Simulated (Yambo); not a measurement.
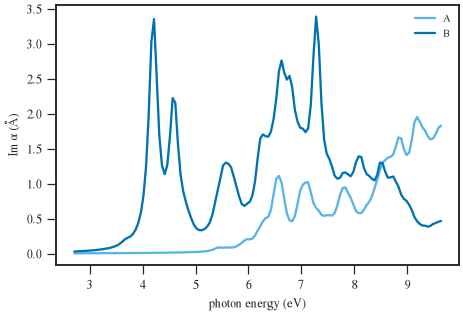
Two computed absorption spectra of a free-standing CdClOH monolayer (symmetry P3m1, slab cell 16.5 Å high) (Yambo, PBEsol bands with the same scissor, field along x)

Which curve includes the electron-hole attraction (BSE), and where are its main peaks?

Curve B: the attraction moves weight to lower energy (centre of the plotted range 6.5 eV against 8.2 eV). Its peaks lie at 4.2 eV, 4.6 eV, 6.6 eV, 7.3 eV. Settings: 12×12×1 mesh, 11 valence and 5 conduction bands, static screening with 54 bands and a 3 Ry block, scissor 2.74 eV, Tamm-Dancoff, stochastic integration of W near q = 0. The scissor comes from a G0W0 run whose convergence isn't established. Broadening 0.1 eV. The band window holds all transitions up to 12.2 eV. Fine structure above the onset can come from the mesh.

Spin-orbit coupling is not included.

Geometry relaxed with PBEsol; primitive cell a = b = 3.646 Å, c = 16.500 Å, α = β = 90.00°, γ = 120.00°.

This is a model layer cut from the bulk structure; whether it is stable on its own was not checked.
